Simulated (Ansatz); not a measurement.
```xyz
12

O     0.6892    0.0180   -2.6101
H     0.2508   -0.0653   -1.6152
H     0.2044    0.6271   -3.1921
H     0.8184   -0.8420   -3.0443
C    -0.8915   -0.1599    2.0416
Si    0.3715    0.2324    0.7545
H    -1.1246   -1.2257    2.0562
H    -1.8103    0.4064    1.8810
H    -0.4890    0.1143    3.0211
H     1.6081   -0.5791    0.7716
H     0.6650    1.6649    0.5307
H    -0.2918   -0.1912   -0.5948
```

Geometry: PBE0-D4/def2-TZVP.

Computed with RKS PBE0-D4/def2-TZVPPD (Ansatz 0.2.0).

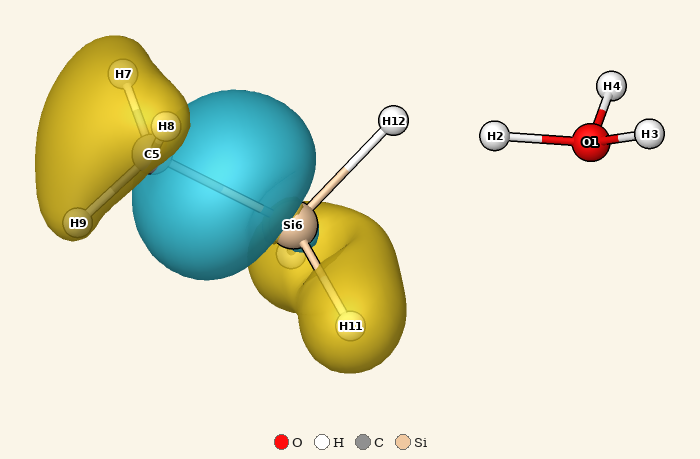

H₃O···CH₆Si (SMILES [OH3+].C[SiH3]) (charge +1). The HOMO at ±0.15 Å⁻³ᐟ² (yellow and cyan are the two phases), seen at a tilt.

Question: Where does this orbital lie, and at what energy?

Answer: Its weight (Hirshfeld) is mainly on C5 (about 40 %), Si6 (about 30 %), H10 (about 5 %) and H11 (about 5 %). Its energy is −13.72 eV.
